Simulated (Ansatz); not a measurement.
```xyz
7

F    -0.5529   -0.6510   -1.3807
P     1.0735   -0.3795    1.4677
Si    0.1506   -1.5907   -0.2268
H    -0.9036   -2.4884    0.3445
H     1.2292   -2.3976   -0.8819
H     1.7249    0.5315    0.5620
H    -0.0930    0.4538    1.6078
```

Geometry: BLYP-D3(BJ)/def2-SVP.

Level of theory: isolated molecule in a Gaussian basis; Kohn-Sham density functional theory, functional PBE0 in Ansatz.

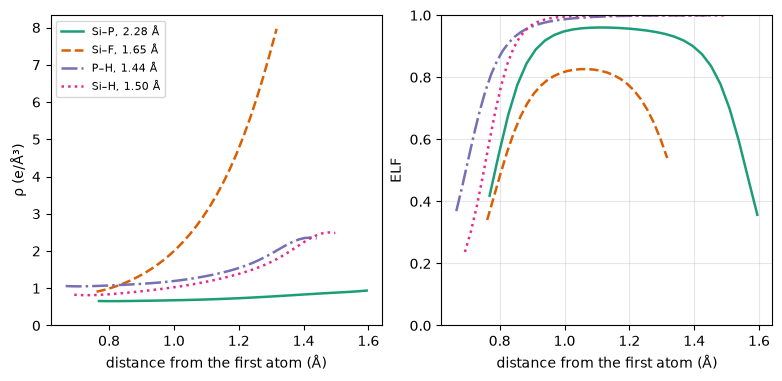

FH$_{4}$PSi (SMILES F[SiH2]P). Total electron density and electron localisation function along straight lines between neighbouring atoms. The curves leave out the atomic cores.

Question: Compare the contacts.

Answer: Si–P (2.28 Å): ρ is about 0.71 e/Å³ halfway; the ELF peaks at about 0.95 between the atoms (localised, covalent bonding).
Si–F (1.65 Å): ρ is about 1.1 e/Å³ halfway; the ELF peaks at about 0.85 in the valence shell of F, 0.6 Å from its nucleus, and is about 0.55 at the midpoint.
P–H (1.44 Å): ρ at the midpoint is about 1.1 e/Å³; the ELF climbs to about 1 towards the hydrogen, as it does in any bond to H.
Si–H (1.50 Å): ρ is about 0.82 e/Å³ halfway; the ELF climbs to about 1 towards the hydrogen.
